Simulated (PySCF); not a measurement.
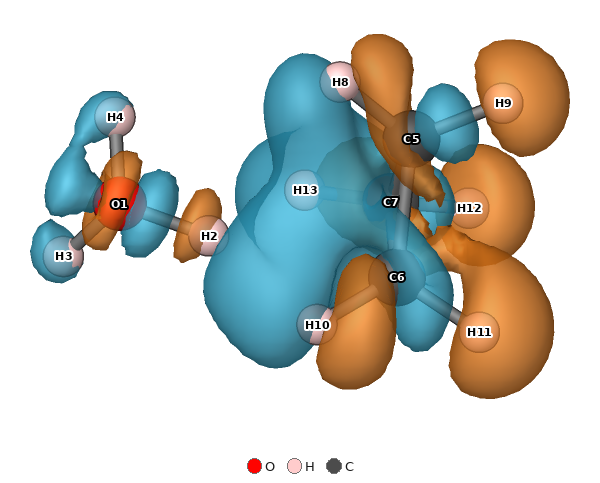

Figure 1: C3H9O, charge +1, SMILES `[OH3+].C1CC1`. Density of the complex less the densities of the two fragments at the same geometry, ±0.01 e/Å³ (light blue: gain, orange: loss). Fragment A: H3O(+1) (atoms 1–4); fragment B: H6C3.

PySCF calculation, B3LYP/def2-TZVP, gas phase; geometry: GFN2-xTB.

Input script:

```python
import numpy as np
from pyscf import gto, scf, dft
from pyscf.scf import atom_ks, atom_hf
from scipy.linalg import block_diag
from pyscf.dispersion import dftd3

def solve(mol, dm0=None, hcore=None):
    mf = (dft.UKS if mol.spin else dft.RKS)(mol, xc='b3lyp')
    mf.grids.level = 3
    mf = mf.density_fit(auxbasis='def2-universal-jkfit')
    mf.conv_tol, mf.max_cycle = 1e-8, 80
    if hcore is not None:
        mf.get_hcore = lambda *args: hcore
    mf.kernel(dm0)
    if not mf.converged:
        mf = mf.newton().run(mf.mo_coeff, mf.mo_occ, max_cycle=30)
    assert mf.converged, 'SCF not converged'
    return mf

mol = gto.M(atom='''
O      2.11115    -0.01815     0.08269
H      1.15692     0.33465     0.17211
H      2.65499     0.51885    -0.53017
H      2.12637    -0.96701    -0.16183
C     -1.01599    -0.68935     0.50048
C     -0.86529     0.79685     0.34757
C     -0.95308    -0.08014    -0.86894
H     -0.19861    -1.28831     0.87798
H     -1.97179    -1.05740     0.83635
H      0.04513     1.32022     0.63998
H     -1.72788     1.40444     0.57481
H     -1.87042    -0.04118    -1.43414
H     -0.09778    -0.24325    -1.51127
''', basis='def2-tzvp', charge=1, spin=0, verbose=4)
mol_a = gto.M(atom='''
O      2.11115    -0.01815     0.08269
H      1.15692     0.33465     0.17211
H      2.65499     0.51885    -0.53017
H      2.12637    -0.96701    -0.16183
ghost-C     -1.01599    -0.68935     0.50048
ghost-C     -0.86529     0.79685     0.34757
ghost-C     -0.95308    -0.08014    -0.86894
ghost-H     -0.19861    -1.28831     0.87798
ghost-H     -1.97179    -1.05740     0.83635
ghost-H      0.04513     1.32022     0.63998
ghost-H     -1.72788     1.40444     0.57481
ghost-H     -1.87042    -0.04118    -1.43414
ghost-H     -0.09778    -0.24325    -1.51127
''', basis='def2-tzvp', charge=1, spin=0, verbose=4)
mol_b = gto.M(atom='''
ghost-O      2.11115    -0.01815     0.08269
ghost-H      1.15692     0.33465     0.17211
ghost-H      2.65499     0.51885    -0.53017
ghost-H      2.12637    -0.96701    -0.16183
C     -1.01599    -0.68935     0.50048
C     -0.86529     0.79685     0.34757
C     -0.95308    -0.08014    -0.86894
H     -0.19861    -1.28831     0.87798
H     -1.97179    -1.05740     0.83635
H      0.04513     1.32022     0.63998
H     -1.72788     1.40444     0.57481
H     -1.87042    -0.04118    -1.43414
H     -0.09778    -0.24325    -1.51127
''', basis='def2-tzvp', charge=0, spin=0, verbose=4)
ab, a, b = solve(mol), solve(mol_a), solve(mol_b)
e_int = ab.e_tot - a.e_tot - b.e_tot
print('counterpoise-corrected interaction energy / kcal/mol', e_int * 627.5095)
def disp(atoms, charge):
    m = gto.M(atom=atoms, charge=charge, basis='sto-3g', spin=None, unit='Bohr', verbose=0)
    return dftd3.DFTD3Dispersion(m, xc='b3lyp', version='d3bj').get_dispersion()['energy']
e_disp = disp(mol._atom, mol.charge) - disp(mol._atom[:4], mol_a.charge) - disp(mol._atom[4:], mol_b.charge)
print('D3(BJ) part / kcal/mol', e_disp * 627.5095)
# spherically averaged free atoms, for the promolecule
atm = atom_ks.get_atm_nrks(mol, xc='b3lyp')
pro = block_diag(*[(atm[a[0]][2] * atm[a[0]][3]) @ atm[a[0]][2].T for a in mol._atom])
np.savez('result.npz', e_int=e_int, e_disp=e_disp, dm_a=a.make_rdm1(), dm_b=b.make_rdm1(), c=ab.mo_coeff, occ=ab.mo_occ, eps=ab.mo_energy, pro=pro, d=[f.dip_moment(verbose=0) for f in (ab, a, b)])
```

Run with:

```sh
OMP_NUM_THREADS=1 python input.py
```

The run took 57 s on 1 thread of Arm Neoverse V1 (shared host), peak memory 0.77 GiB.

Partitions, critical points and surface values were worked out afterwards from this run's density.

How is the density rearranged on binding?

Answer. Hirshfeld charges show 0.073 e passing from B to A. By Hirshfeld charges, electrons gather most on H2 (−0.027 e) and leave H11 most (+0.043 e); 0.29 e is displaced in all.

What is the interaction energy, and which contacts carry it?

Answer. The counterpoise-corrected interaction energy of the frozen fragments is −7.2 kcal/mol without dispersion correction and −9.6 kcal/mol with D3(BJ). The pair geometry is semi-empirical, not a minimum at this level. Contacts: H2···H10, H···H contact, 1.56 Å, ρ = 0.029 a.u. The pose is a local one from a semi-empirical search, not shown to be the most stable.
